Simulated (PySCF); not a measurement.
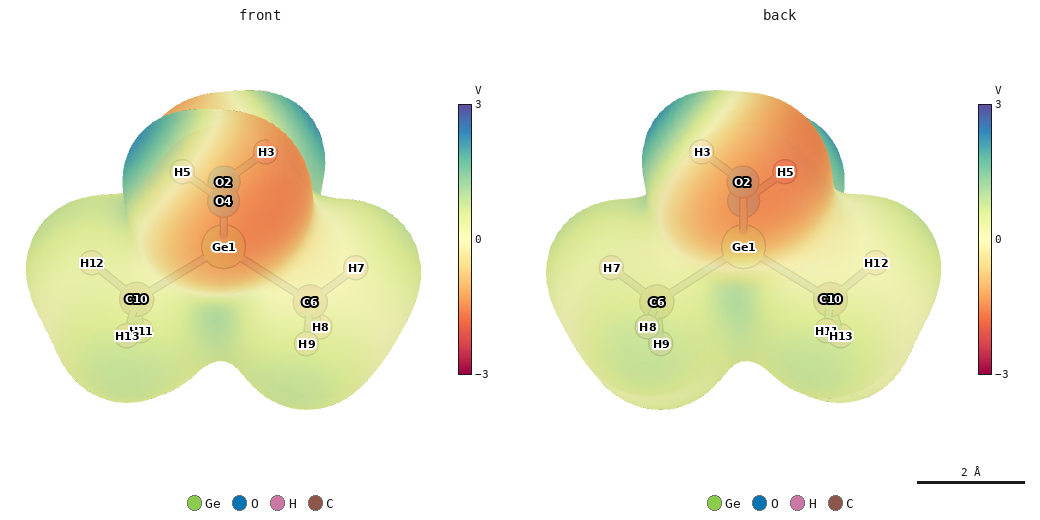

C₂H₈GeO₂ (Ge(OH)2Me2). The molecular electrostatic potential painted on the density surface at 0.002 e/bohr³, seen from the front and from behind; red is negative and blue positive.

Geometry: PBE0-D3(BJ)/def2-SVP.

Theory: PySCF, PBE0/def2-SVPD, SCF density, gas phase.

| atom | x (Å) | y (Å) | z (Å) |
| --- | --- | --- | --- |
| Ge | 0.2586 | -0.0048 | 0.1837 |
| O | 0.2891 | -0.0905 | 1.9661 |
| H | 0.7062 | 0.6839 | 2.3583 |
| O | 1.9415 | 0.0844 | -0.4019 |
| H | 2.4564 | -0.6901 | -0.1531 |
| C | -0.5460 | 1.6361 | -0.4511 |
| H | 0.0695 | 2.4989 | -0.1578 |
| H | -1.5557 | 1.7594 | -0.0347 |
| H | -0.6145 | 1.6206 | -1.5484 |
| C | -0.6132 | -1.6451 | -0.3585 |
| H | -1.6722 | -1.6251 | -0.0627 |
| H | -0.1368 | -2.5069 | 0.1310 |
| H | -0.5523 | -1.7731 | -1.4487 |

**Where is the surface potential most negative and most positive?**

The most negative region (about −1.6 V) lies over O2 and O4, the most positive (about +2.2 V) over H3 and H5.
